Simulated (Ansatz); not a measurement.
# revPBE/STO-3G run of CH5Al (SMILES [CH3][AlH2])

Aim: the energy change on altering one bond length of CH5Al at revPBE/STO-3G, from 2 runs. 

The results are computed with Ansatz 0.2.0.

43 further runs of the same task are left out: 1 that didn't finish, 42 set aside as unsound or not needed.

### 1 The molecule

The species is CH5Al (7 atoms), meant as a singlet with charge 0. SMILES: `[CH3][AlH2]`. The shape is that of a PBE0-D4/def2-TZVP optimisation.

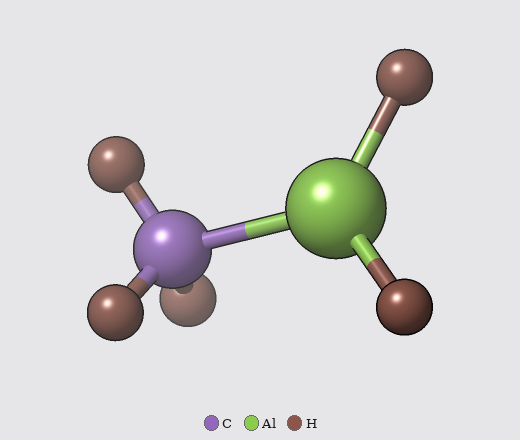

The structure, seen from a chosen angle (carbon purple, aluminium green, hydrogen brown).

### 2 The energy at revPBE/STO-3G

Input file in.yaml:

```yaml
basis:
  gaussian: {orbitals: STO-3G}
crystal:
  periodic: [false, false, false]
  atoms:
    - {symbol: C, position_ang: [-0.448500, -0.695600, -0.355500]}
    - {symbol: Al, position_ang: [0.562900, 0.778300, 0.424700]}
    - {symbol: H, position_ang: [-1.063100, -1.219600, 0.380800]}
    - {symbol: H, position_ang: [-1.134400, -0.306400, -1.118200]}
    - {symbol: H, position_ang: [0.193400, -1.425500, -0.855600]}
    - {symbol: H, position_ang: [0.016000, 1.549300, 1.703400]}
    - {symbol: H, position_ang: [1.934800, 1.251600, -0.225400]}
hamiltonian: {xc: {name: revPBE}}
accuracy: high
```

Started as:

```
$ ansatz run in.yaml --threads 1 --pin off --max-ram 2610MiB --events-out events.jsonl --progress --plain --runs-dir runs
```

Output:

```text
Warning: RAYON_NUM_THREADS=1 ignored (pool sized by the plan → 1); use --threads N
Functional definition: revPBE
  name "revPBE"
  parameter kappa = 1.245
  parameter beta = 0.06672455060314922
  exchange = pbe_x(kappa = kappa, mu = beta*pi^2/3)
  correlation = pbe_c(beta = beta)
335 factors; integrals over basis functions are off by at most 2.0e-8 eV
mean field evaluation 1: about -7619.1923 eV, gradient 2.4e1 eV
mean field evaluation 2: about -7619.4554 eV, gradient 2.2e1 eV
mean field evaluation 4: about -7621.0234 eV, gradient 5.2e-1 eV
mean field evaluation 8: about -7620.9459 eV, gradient 4.2e-3 eV
mean field evaluation 16: about -7620.9459 eV, gradient 3.4e-9 eV
mean field -7620.94593239 eV, -280.0645973525 hartree, gradient 4.8e-9 eV, S^2 0.000000; 0 other end points of the search recorded, 0 dependent functions left out
reference -7620.94593500 eV, -280.0645974485 hartree; 12, 12 occupied and 7, 7 virtual orbitals, 335 factors
Total energy: -7620.94593500 eV, -280.0645974485 hartree
```

Run time: 1.3 s. Hardware: 1 thread of Arm Neoverse V1, shared host; peak memory 0.097 GiB.

### 3 The distorted shape at the same level

Input file run.yaml:

```yaml
crystal:
  periodic: [false, false, false]
  atoms:
    - {symbol: C, position_ang: [-0.277016, -0.792905, -0.164815]}
    - {symbol: Al, position_ang: [0.734384, 0.680995, 0.615385]}
    - {symbol: H, position_ang: [-0.891616, -1.316905, 0.571485]}
    - {symbol: H, position_ang: [-1.134400, -0.306400, -1.118200]}
    - {symbol: H, position_ang: [0.364884, -1.522805, -0.664915]}
    - {symbol: H, position_ang: [0.187484, 1.451995, 1.894085]}
    - {symbol: H, position_ang: [2.106284, 1.154295, -0.034715]}
basis:
  gaussian:
    orbitals: STO-3G
magnetization:
  spin_polarized: false
  initial_magnetization: 0
hamiltonian:
  xc: {name: revPBE}
accuracy: high
```

Started as:

```
$ ansatz run run.yaml --threads 1 --pin off --max-ram 2610MiB --events-out events.jsonl --progress --plain --runs-dir runs
```

Output (excerpt; [...] marks lines left out):

```text
Warning: RAYON_NUM_THREADS=1 ignored (pool sized by the plan → 1); use --threads N
[... 6 set-up lines as earlier in the session ...]
335 factors; integrals over basis functions are off by at most 2.5e-8 eV
mean field evaluation 1: about -7618.4319 eV, gradient 2.3e1 eV
mean field evaluation 2: about -7618.6629 eV, gradient 2.1e1 eV
mean field evaluation 4: about -7620.1913 eV, gradient 5.9e-1 eV
mean field evaluation 8: about -7620.0960 eV, gradient 1.1e-2 eV
mean field evaluation 16: about -7620.0960 eV, gradient 6.1e-9 eV
mean field -7620.09597463 eV, -280.0333619810 hartree, gradient 7.2e-9 eV, S^2 0.000000; 0 other end points of the search recorded, 0 dependent functions left out
reference -7620.09597725 eV, -280.0333620775 hartree; 12, 12 occupied and 7, 7 virtual orbitals, 335 factors
Total energy: -7620.09597725 eV, -280.0333620775 hartree
```

Wall time 1.2 s (1 thread of Arm Neoverse V1, shared host); peak memory 0.098 GiB.

### 4 What came out

Level: revPBE/STO-3G.

| quantity | value |
| --- | --- |
| first shape: total energy | -280.06460 Eh |
| distorted shape: total energy | -280.03336 Eh |
| energy change with the C1–H4 bond stretched from 1.097 to 1.371 Å | 0.850 eV |

**Reading.** With the C1–H4 bond stretched from 1.097 to 1.371 Å the energy rises by 0.85 eV (19.6 kcal/mol). The first shape isn't relaxed at this level, so the change isn't measured from a minimum. The minimal basis adds a large error of its own.
